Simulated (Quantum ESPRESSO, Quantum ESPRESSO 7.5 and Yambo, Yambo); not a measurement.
# CdS (Hawleyite): G0W0 with Yambo, start to end

Aim: the G0W0 gap of CdS (Hawleyite) on PBE with spin-orbit coupling, step by step.

Method: PBE and many-body steps on it, plane waves, in Quantum ESPRESSO 7.5 and Yambo 5.3.0.

**The experiments to reproduce.**

- Gap 2.42 eV: optical gap from inflexion point of photoacoustic spectrum, as-grown film; photoacoustic spectroscopy; film (as-grown chemical bath deposited film, about 0.25 um thick, deposited at 80 C) (“Study of the band--gap shift in CdS films: Influence of thermal annealing in different atmospheres”, 1995, arxiv:cond-mat/9501125).

### Step 1. The structure

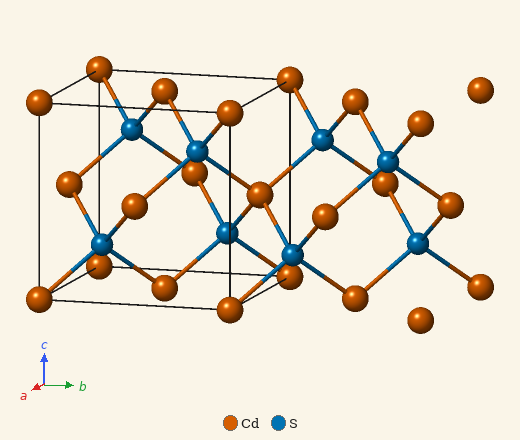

The cell as given, slightly off an axis (cadmium orange, sulfur blue). 1×2×1 cells are drawn. This picture shows the conventional cell, with its axes. Bonds to atoms that aren't drawn are left out. Some periodic images of atoms are drawn too.

The cell and positions come from the Crystallography Open Database and are kept as given unless a step says otherwise.

### Step 2. Ground state

This step: Quantum ESPRESSO 7.5; DFT, PBE with spin-orbit coupling, plane waves, norm-conserving pseudopotentials.

The ground-state density comes first.

File pw.in:

```
&control
  calculation = 'scf'
  prefix = 'x'
  outdir = 'o'
  pseudo_dir = 'pseudo'
/
&system
  ibrav = 0
  nat = 2
  ntyp = 2
  ecutwfc = 94.0
  nbnd = 36
  force_symmorphic = .true.
  noncolin = .true.
  lspinorb = .true.
/
&electrons
  conv_thr = 1e-10
  electron_maxstep = 80
  mixing_beta = 0.5
/
ATOMIC_SPECIES
  Cd 112.41 Cd.upf
  S 32.06 S.upf
CELL_PARAMETERS angstrom
  -0.0000000000 2.9165000000 2.9165000000
  2.9165000000 -0.0000000000 2.9165000000
  2.9165000000 2.9165000000 -0.0000000000
ATOMIC_POSITIONS crystal
  Cd 0.0000000000 0.0000000000 0.0000000000
  S 0.2500000000 0.2500000000 0.2500000000
K_POINTS automatic
  6 6 6 0 0 0
```

On the command line:

```
$ OMP_NUM_THREADS=1 mpirun -n 4 pw.x -nk 4 -in pw.in > pw.out
```

Output:

```text
Program PWSCF v.7.5 starts

     This program is part of the open-source Quantum ESPRESSO suite
     for quantum simulation of materials; please cite
         "P. Giannozzi et al., J. Phys.:Condens. Matter 21 395502 (2009);
         "P. Giannozzi et al., J. Phys.:Condens. Matter 29 465901 (2017);
         "P. Giannozzi et al., J. Chem. Phys. 152 154105 (2020);
     in publications or presentations arising from this work. More details at
     Message from routine setup:
     using ibrav=0 with symmetry is DISCOURAGED, use correct ibrav instead

     G-vector sticks info

     bravais-lattice index     =            0
     lattice parameter (alat)  =       7.7943  a.u.
     unit-cell volume          =     334.8209 (a.u.)^3
     number of atoms/cell      =            2
     number of atomic types    =            2
     number of electrons       =        26.00
     number of Kohn-Sham states=           36
     kinetic-energy cutoff     =      94.0000  Ry
     charge density cutoff     =     376.0000  Ry
     scf convergence threshold =      1.0E-10
     mixing beta               =       0.5000
     number of iterations used =            8  plain     mixing
     Exchange-correlation= PBE
                           (   1   4   3   4   0   0   0)
     Non magnetic calculation with spin-orbit

     celldm(1)=   7.794277  celldm(2)=   0.000000  celldm(3)=   0.000000
     celldm(4)=   0.000000  celldm(5)=   0.000000  celldm(6)=   0.000000

     crystal axes: (cart. coord. in units of alat)
               a(1) = (  -0.000000   0.707107   0.707107 )
               a(2) = (   0.707107  -0.000000   0.707107 )
               a(3) = (   0.707107   0.707107  -0.000000 )

     reciprocal axes: (cart. coord. in units 2 pi/alat)
               b(1) = ( -0.707107  0.707107  0.707107 )
               b(2) = (  0.707107 -0.707107  0.707107 )
               b(3) = (  0.707107  0.707107 -0.707107 )
     Pseudo is Norm-conserving + core correction, Zval = 20.0
     Generated using ONCVPSP code by D. R. Hamann
     Using radial grid of 1368 points, 10 beta functions with:
     Pseudo is Norm-conserving + core correction, Zval =  6.0
     Generated using ONCVPSP code by D. R. Hamann
     Using radial grid of 1146 points, 10 beta functions with:
     Cd               20.00   112.41000     Cd( 1.00)
     S                 6.00    32.06000     S ( 1.00)

     24 Sym. Ops. (no inversion) found

   Cartesian axes

     site n.     atom                  positions (alat units)
         1        Cd     tau(   1) = (   0.0000000   0.0000000   0.0000000  )
         2        S      tau(   2) = (   0.3535534   0.3535534   0.3535534  )

     number of k points=    16
                       cart. coord. in units 2pi/alat
        k(    1) = (   0.0000000   0.0000000   0.0000000), wk =   0.0046296
        k(    2) = (   0.1178511   0.1178511  -0.1178511), wk =   0.0370370
        k(    3) = (   0.2357023   0.2357023  -0.2357023), wk =   0.0370370
        k(    4) = (  -0.3535534  -0.3535534   0.3535534), wk =   0.0185185
        k(    5) = (   0.2357023   0.0000000  -0.0000000), wk =   0.0277778
        k(    6) = (   0.3535534   0.1178511  -0.1178511), wk =   0.1111111
        k(    7) = (  -0.2357023  -0.4714045   0.4714045), wk =   0.1111111
        k(    8) = (  -0.1178511  -0.3535534   0.3535534), wk =   0.1111111
        k(    9) = (   0.0000000  -0.2357023   0.2357023), wk =   0.0555556
        k(   10) = (   0.4714045   0.0000000  -0.0000000), wk =   0.0277778
     [... 4 further rows ...]
        k(   15) = (  -0.1178511  -0.3535534   0.5892557), wk =   0.1111111
        k(   16) = (  -0.7071068   0.2357023   0.0000000), wk =   0.0555556

     Dense  grid:    41151 G-vectors     FFT dimensions: (  50,  50,  50)

     Initial potential from superposition of free atoms

     starting charge      25.9997, renormalised to      26.0000
     Starting wfcs are   28 randomized atomic wfcs +    8 random wfcs

     per-process dynamical memory:    79.8 Mb

     Self-consistent Calculation

     iteration #  1     ecut=    94.00 Ry     beta= 0.50

     Threshold (ethr) on eigenvalues was too large:
     Diagonalizing with lowered threshold

     total energy              =    -372.74520731 Ry
     estimated scf accuracy    <       0.12452331 Ry

     iteration #  2     ecut=    94.00 Ry     beta= 0.50

     total energy              =    -372.77717834 Ry
     estimated scf accuracy    <       0.01169856 Ry

     iteration #  3     ecut=    94.00 Ry     beta= 0.50

     total energy              =    -372.77898459 Ry
     estimated scf accuracy    <       0.00115128 Ry

     iteration #  4     ecut=    94.00 Ry     beta= 0.50

     total energy              =    -372.77906413 Ry
     estimated scf accuracy    <       0.00004811 Ry

     iteration #  5     ecut=    94.00 Ry     beta= 0.50

     total energy              =    -372.77907214 Ry
     estimated scf accuracy    <       0.00000202 Ry

     iteration #  6     ecut=    94.00 Ry     beta= 0.50

     total energy              =    -372.77907275 Ry
     estimated scf accuracy    <       0.00000017 Ry

     iteration #  7     ecut=    94.00 Ry     beta= 0.50

     total energy              =    -372.77907280 Ry
     estimated scf accuracy    <       0.00000007 Ry

     iteration #  8     ecut=    94.00 Ry     beta= 0.50

     total energy              =    -372.77907282 Ry
     estimated scf accuracy    <          4.1E-09 Ry

     iteration #  9     ecut=    94.00 Ry     beta= 0.50

     total energy              =    -372.77907282 Ry
     estimated scf accuracy    <          2.3E-09 Ry

     iteration # 10     ecut=    94.00 Ry     beta= 0.50

     End of self-consistent calculation

          k = 0.0000 0.0000 0.0000 (  5065 PWs)   bands (ev):

   -94.2992 -94.2992 -59.4111 -59.4111 -53.5943 -53.5943 -53.5943 -53.5943
    -5.3784  -5.3784  -0.9847  -0.9847  -0.9847  -0.9847  -0.4964  -0.4964
    -0.1186  -0.1186  -0.1186  -0.1186   6.9599   6.9599   7.0040   7.0040
     7.0040   7.0040   8.1332   8.1332  13.2315  13.2315  13.6492  13.6492
    13.6492  13.6492  18.3687  18.3687

          k = 0.1179 0.1179-0.1179 (  5101 PWs)   bands (ev):

   -94.2992 -94.2992 -59.4111 -59.4111 -53.5944 -53.5944 -53.5943 -53.5943
    -5.2721  -5.2721  -0.9867  -0.9472  -0.9048  -0.9048  -0.4392  -0.4392
    -0.1237  -0.1213  -0.1213  -0.0709   5.4834   5.4834   6.7671   6.7671
     6.7870   6.8154   9.2944   9.2944  13.1359  13.1359  13.7283  13.7283
    13.9593  13.9618  17.5969  17.6131

          k = 0.2357 0.2357-0.2357 (  5135 PWs)   bands (ev):

   -94.2992 -94.2992 -59.4112 -59.4112 -53.5948 -53.5948 -53.5944 -53.5944
    -5.0586  -5.0586  -0.9600  -0.9206  -0.6834  -0.6834  -0.3374  -0.3374
    -0.0674  -0.0137   0.0021   0.0021   3.5904   3.5904   6.3905   6.3905
     6.4172   6.4449   9.9637   9.9637  13.6788  13.6788  13.9741  13.9741
    14.1551  14.1569  17.9809  17.9849

          k =-0.3536-0.3536 0.3536 (  5168 PWs)   bands (ev):

     [... further k-points ...]

     highest occupied, lowest unoccupied level (ev):     7.0040    8.1332

!    total energy              =    -372.77907282 Ry
     estimated scf accuracy    <          3.6E-11 Ry

     The total energy is the sum of the following terms:
     one-electron contribution =    -249.37474223 Ry
     hartree contribution      =     130.25827995 Ry
     xc contribution           =     -54.85015204 Ry
     ewald contribution        =    -198.81245849 Ry

     convergence has been achieved in  10 iterations

     XML data file, charge density, pseudopotentials, collected wavefunctions

=------------------------------------------------------------------------------=
   JOB DONE.
=------------------------------------------------------------------------------=
```

It took 35 s on 4 MPI ranks of Arm Neoverse V1, shared host; peak memory 0.6 GiB; 2.3 min of CPU time.

This step gave:

```
total energy               : -5071.9177 eV
gap                        : 1.129 eV
k of the valence top       : 0, 0, 0
k of the conduction bottom : 0, 0, 0
least direct gap           : 1.129 eV
```

The gap is direct, at Γ.

### Step 3. Bands along the symmetry lines

The cheap functional maps the bands first; the places of the edges decide which points the dearer methods must see.

File pw.in:

```
&control
  calculation = 'bands'
  prefix = 'x'
  outdir = 'o'
  pseudo_dir = 'pseudo'
/
&system
  ibrav = 0
  nat = 2
  ntyp = 2
  ecutwfc = 94.0
  nbnd = 38
  force_symmorphic = .true.
  noncolin = .true.
  lspinorb = .true.
/
&electrons
  conv_thr = 1e-9
  electron_maxstep = 80
  diago_full_acc = .true.
  diago_thr_init = 5e-6
/
ATOMIC_SPECIES
  Cd 112.41 Cd.upf
  S 32.06 S.upf
CELL_PARAMETERS angstrom
  -0.0000000000 2.9165000000 2.9165000000
  2.9165000000 -0.0000000000 2.9165000000
  2.9165000000 2.9165000000 -0.0000000000
ATOMIC_POSITIONS crystal
  Cd 0.0000000000 0.0000000000 0.0000000000
  S 0.2500000000 0.2500000000 0.2500000000
K_POINTS crystal
  50
  0.00000000 0.00000000 0.00000000 1
  -0.06250000 -0.06250000 0.00000000 1
  -0.12500000 -0.12500000 0.00000000 1
  -0.18750000 -0.18750000 0.00000000 1
  -0.25000000 -0.25000000 0.00000000 1
  -0.31250000 -0.31250000 0.00000000 1
  -0.37500000 -0.37500000 0.00000000 1
  -0.43750000 -0.43750000 0.00000000 1
  -0.50000000 -0.50000000 0.00000000 1
  -0.48437500 -0.48437500 0.03125000 1
  -0.46875000 -0.46875000 0.06250000 1
  -0.45312500 -0.45312500 0.09375000 1
  -0.43750000 -0.43750000 0.12500000 1
  -0.42187500 -0.42187500 0.15625000 1
  -0.40625000 -0.40625000 0.18750000 1
  -0.39062500 -0.39062500 0.21875000 1
  -0.37500000 -0.37500000 0.25000000 1
  -0.37500000 0.00000000 0.37500000 1
  -0.32812500 0.00000000 0.32812500 1
  -0.28125000 0.00000000 0.28125000 1
  -0.23437500 0.00000000 0.23437500 1
  -0.18750000 0.00000000 0.18750000 1
  -0.14062500 0.00000000 0.14062500 1
  -0.09375000 0.00000000 0.09375000 1
  -0.04687500 0.00000000 0.04687500 1
  0.00000000 0.00000000 0.00000000 1
  0.00000000 0.00000000 0.06250000 1
  0.00000000 0.00000000 0.12500000 1
  0.00000000 0.00000000 0.18750000 1
  0.00000000 0.00000000 0.25000000 1
  0.00000000 0.00000000 0.31250000 1
  0.00000000 0.00000000 0.37500000 1
  0.00000000 0.00000000 0.43750000 1
  0.00000000 0.00000000 0.50000000 1
  -0.06250000 -0.03125000 0.46875000 1
  -0.12500000 -0.06250000 0.43750000 1
  -0.18750000 -0.09375000 0.40625000 1
  -0.25000000 -0.12500000 0.37500000 1
  -0.31250000 -0.15625000 0.34375000 1
  -0.37500000 -0.18750000 0.31250000 1
  -0.43750000 -0.21875000 0.28125000 1
  -0.50000000 -0.25000000 0.25000000 1
  -0.50000000 -0.28125000 0.21875000 1
  -0.50000000 -0.31250000 0.18750000 1
  -0.50000000 -0.34375000 0.15625000 1
  -0.50000000 -0.37500000 0.12500000 1
  -0.50000000 -0.40625000 0.09375000 1
  -0.50000000 -0.43750000 0.06250000 1
  -0.50000000 -0.46875000 0.03125000 1
  -0.50000000 -0.50000000 0.00000000 1
```

Output:

```text
[banner, memory and clock lines left out]
Program PWSCF v.7.5 starts

     Atomic positions and unit cell read from directory:
     o/x.save/

     Message from routine setup:
     using ibrav=0 with symmetry is DISCOURAGED, use correct ibrav instead

     G-vector sticks info

     bravais-lattice index     =            0
     lattice parameter (alat)  =       7.7943  a.u.
     unit-cell volume          =     334.8209 (a.u.)^3
     number of atoms/cell      =            2
     number of atomic types    =            2
     number of electrons       =        26.00
     number of Kohn-Sham states=           38
     kinetic-energy cutoff     =      94.0000  Ry
     charge density cutoff     =     376.0000  Ry
     Exchange-correlation= PBE
                           (   1   4   3   4   0   0   0)
     Non magnetic calculation with spin-orbit

     celldm(1)=   7.794277  celldm(2)=   0.000000  celldm(3)=   0.000000
     celldm(4)=   0.000000  celldm(5)=   0.000000  celldm(6)=   0.000000

     crystal axes: (cart. coord. in units of alat)
               a(1) = (  -0.000000   0.707107   0.707107 )
               a(2) = (   0.707107  -0.000000   0.707107 )
               a(3) = (   0.707107   0.707107  -0.000000 )

     reciprocal axes: (cart. coord. in units 2 pi/alat)
               b(1) = ( -0.707107  0.707107  0.707107 )
               b(2) = (  0.707107 -0.707107  0.707107 )
               b(3) = (  0.707107  0.707107 -0.707107 )
     Pseudo is Norm-conserving + core correction, Zval = 20.0
     Generated using ONCVPSP code by D. R. Hamann
     Using radial grid of 1368 points, 10 beta functions with:
     Pseudo is Norm-conserving + core correction, Zval =  6.0
     Generated using ONCVPSP code by D. R. Hamann
     Using radial grid of 1146 points, 10 beta functions with:
     Cd               20.00   112.41000     Cd( 1.00)
     S                 6.00    32.06000     S ( 1.00)

     24 Sym. Ops. (no inversion) found

   Cartesian axes

     site n.     atom                  positions (alat units)
         1        Cd     tau(   1) = (   0.0000000   0.0000000   0.0000000  )
         2        S      tau(   2) = (   0.3535534   0.3535534   0.3535534  )

     number of k points=    50
                       cart. coord. in units 2pi/alat
        k(    1) = (   0.0000000   0.0000000   0.0000000), wk =   0.0200000
        k(    2) = (   0.0000000   0.0000000  -0.0883883), wk =   0.0200000
        k(    3) = (   0.0000000   0.0000000  -0.1767767), wk =   0.0200000
[...]
[... 38 further rows ...]
        k(   49) = (   0.0441942  -0.0000000  -0.7071068), wk =   0.0200000
        k(   50) = (   0.0000000   0.0000000  -0.7071068), wk =   0.0200000

     Dense  grid:    41151 G-vectors     FFT dimensions: (  50,  50,  50)

     The potential is recalculated from file :
     o/x.save/charge-density

     Starting wfcs are   28 randomized atomic wfcs +   10 random wfcs

     Band Structure Calculation

     End of band structure calculation

          k = 0.0000 0.0000 0.0000 (  5065 PWs)   bands (ev):

   -94.2993 -94.2993 -59.4112 -59.4112 -53.5944 -53.5944 -53.5944 -53.5944
    -5.3784  -5.3784  -0.9848  -0.9848  -0.9848  -0.9848  -0.4965  -0.4965
    -0.1187  -0.1187  -0.1187  -0.1187   6.9599   6.9599   7.0040   7.0040
[...]
13.6492  13.6492  18.3687  18.3687  18.3687  18.3690

          k = 0.0000 0.0000-0.0884 (  5101 PWs)   bands (ev):

[...]
13.7628  13.7628  17.8004  17.8004  18.3903  18.3904

          k = 0.0000 0.0000-0.1768 (  5109 PWs)   bands (ev):

[...]
14.0864  14.0864  16.8071  16.8072  18.4523  18.4524

          k =-0.0000 0.0000-0.2652 (  5117 PWs)   bands (ev):

[...]
k = 0.0000 0.0000-0.3536 (  5105 PWs)   bands (ev):

[...]
k = 0.0000-0.0000-0.4419 (  5149 PWs)   bands (ev):

[...]
k =-0.0000 0.0000-0.5303 (  5157 PWs)   bands (ev):

[...]
k = 0.0000-0.0000-0.6187 (  5161 PWs)   bands (ev):

[...]
k = 0.5303-0.0000-0.5303 (  5174 PWs)   bands (ev):

[...]
k = 0.0000 0.0000 0.0000 (  5065 PWs)   bands (ev):

[...]
k = 0.1326 0.0000-0.7071 (  5162 PWs)   bands (ev):

[...]
k = 0.0884-0.0000-0.7071 (  5158 PWs)   bands (ev):

[...]
k = 0.0442-0.0000-0.7071 (  5146 PWs)   bands (ev):

[...]
17.4680  17.5311  17.7957  17.8159  19.1993  19.2041

          k = 0.0000 0.0000-0.7071 (  5138 PWs)   bands (ev):

[...]
-0.0301  -0.0301   0.3438   0.3438   3.0447   3.0447   5.1001   5.1001
     5.1192   5.1192  10.5432  10.5432  11.3446  11.3446  16.1851  16.1851
    17.6340  17.6340  17.8652  17.8653  19.0805  19.0805

     XML data file, pseudopotentials, collected wavefunctions
```

The job ended after 37 s (4 MPI ranks; peak memory 0.41 GiB; 2.5 min of CPU time).

This step gave:

```
gap                        : 1.129 eV
k of the valence top       : 0, 0, 0
k of the conduction bottom : 0, 0, 0
least direct gap           : 1.129 eV
```

The gap is 1.129 eV, as in the run before at this level.

Electronic bands along the path, in eV, zero at the top of the highest filled band:

```csv
point,band 23,band 24,band 25,band 26,band 27,band 28,band 29,band 30
Γ,0.00,0.00,0.00,0.00,1.13,1.13,6.23,6.23
X,-1.90,-1.90,-1.88,-1.88,3.54,3.54,4.34,4.34
U,-2.57,-2.52,-1.55,-1.53,4.22,4.23,5.42,5.44
jump to K,-2.57,-2.52,-1.55,-1.53,4.22,4.23,5.42,5.44
Γ,0.00,0.00,0.00,0.00,1.13,1.13,6.23,6.23
L,-0.79,-0.79,-0.75,-0.75,3.00,3.00,6.89,6.89
W,-2.33,-2.24,-2.21,-2.18,5.39,5.40,5.43,5.43
X,-1.90,-1.90,-1.88,-1.88,3.54,3.54,4.34,4.34
```

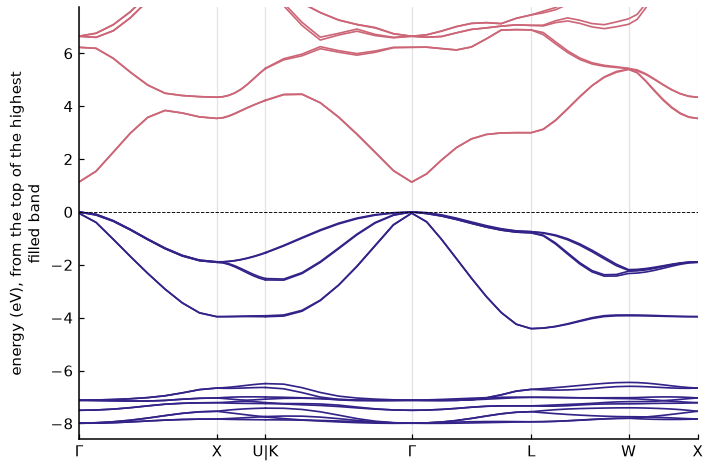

Electronic bands along the path; lines of filled and empty bands in two colours.

[end of part 1 of 3]

[Paths, hosts, dates, memory and timing lines, banners, echoed tables and standing remarks are left out of the program output.]

[Logs are printed without paths, hosts, clocks, repeated set-up lines and the standing remarks that a program may print on its own settings, such as how far it seeks lower states.]

[Runs of the session that timed out or met a known fault of the program may be left out.]

[Hosts, paths, dates, database ids (printed as entryN), source tags and the programs' standing remarks are cut or masked in the printed files.]
